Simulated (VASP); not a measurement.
Energy against volume of V (bcc). Method: r2SCAN+rVV10, VASP's PBE PAW potentials (set 64) (plane waves; VASP).

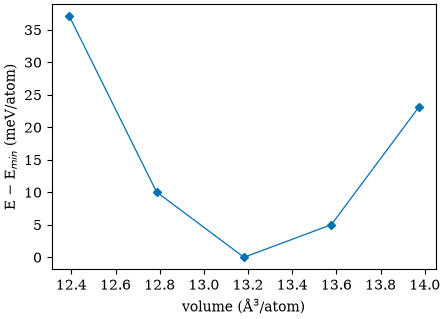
Energy against volume

Problem. Estimate the equilibrium volume and the bulk modulus.

Solution. The minimum lies near 13.2 Å³/atom, and the curvature gives B0 of about 200 GPa.

Measured: bulk modulus 161 GPa at 0 K (computed value off by +23.5 %), as given by H. Levämäki et al., Physical Review B (2014), arXiv:1402.3671 [corrected for temperature and zero-point phonon effects]; a 3.021 Å at 0 K (computed value off by -1.3 %), as given by Daniel Mejia-Rodriguez et al., Physical Review B (2018), arXiv:1807.09216 [static lattice: zero-point anharmonic expansion removed].

The compound is V in the bcc structure. It was relaxed first. The run is not spin-polarised, so no magnetic state was tried.
